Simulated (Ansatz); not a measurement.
System: CH5AlB (charge −1).

```
atom    x (Å)    y (Å)    z (Å)
   B  -0.6243  -0.0436  -0.6694
  Al   0.3482   1.5986   0.7644
   C   0.3716  -0.6862   0.2294
   H  -1.8045   0.0259  -0.3704
   H  -0.3171   0.3709  -1.7743
   H   1.5115   1.0568   1.8622
   H   0.1225  -1.1479   1.1938
   H   1.4251  -0.8463  -0.0347
```

The highest occupied orbital lies above zero, a sign that basis and functional describe the outermost electron poorly.

Computed with Ansatz 0.2.0, RKS PBE/def2-TZVP.

### What will maps of the electron density and electron localisation function show?

C–B (1.49 Å): the density is about 1.5 e/Å³ at the midpoint; the ELF peaks at about 0.95 between the atoms; localised, covalent bonding.
C–Al (2.35 Å): the density is about 0.35 e/Å³ at the midpoint, with its minimum of 0.29 e/Å³ about 1.4 Å from C; the ELF peaks at about 0.85 in the valence shell of C, 0.9 Å from its nucleus, and is about 0.75 at the midpoint.
Al–B (2.39 Å): ρ is about 0.31 e/Å³ halfway; the ELF peaks at about 0.70 between the atoms.
Al–H (1.69 Å): ρ at the midpoint is about 0.44 e/Å³; the ELF climbs to about 1 towards the hydrogen.

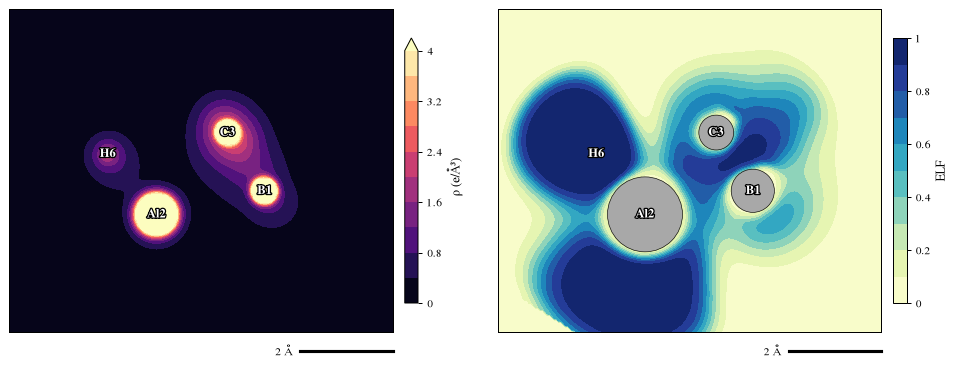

Computed electron density and electron localisation function on the plane of atoms B1, Al2 and H6, in this order. Grey discs cover the atomic cores in the ELF map. 
